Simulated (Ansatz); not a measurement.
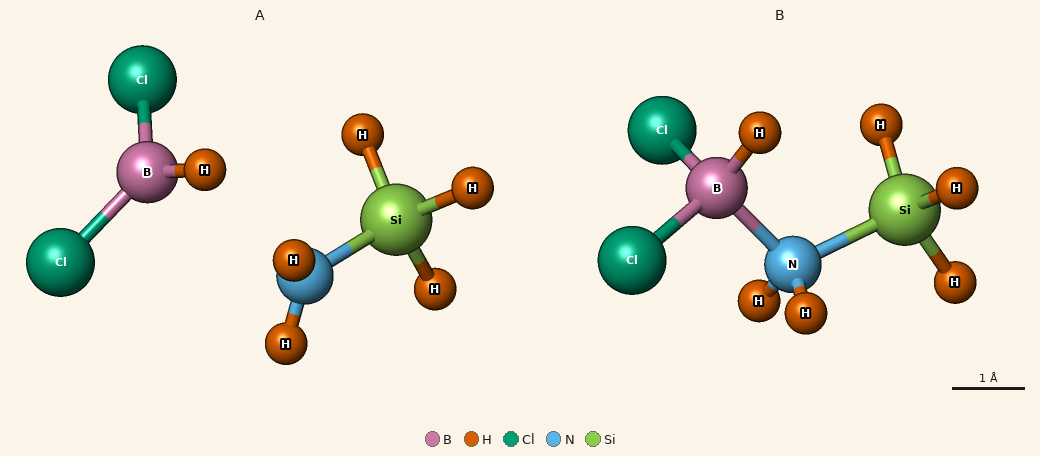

Two geometries of BSiNH6Cl2, drawn at one scale. One is the start of a relaxation, the other its converged end. A ball-and-stick model, seen at a tilt.

Level of theory: Ansatz, RKS B3LYP-D4/6-31G*. (no spin polarisation; force threshold 0.03 eV/Å; at most 50 steps)

### Which one is relaxed?

Structure B is the relaxed one. The run prepares an end point of a later path (reaction) calculation, from a guessed geometry. An H atom moves most after the best rigid fit: 1.10 Å. Largest moves by element: H 1.10 Å, Cl 1.07 Å, B 0.75 Å, N 0.49 Å, Si 0.31 Å. Some distances before and after: B–N 2.742 → 1.639 Å, B–Si 3.894 → 2.910 Å, B–Cl 1.755 → 1.858 Å, N–Si 1.746 → 1.838 Å. New bonds form, among them: B–N (2.74 → 1.64 Å). Among the angles between lasting bonds that change: Si–N–H 120.1° → 110.3°, H–N–Si 120.9° → 112.6°, H–B–Cl 119.9° → 112.3°. Over 13 geometry steps the energy falls by 23.7 kcal/mol. Largest force component: 1 eV/Å at the start, 0.024 eV/Å at the end.
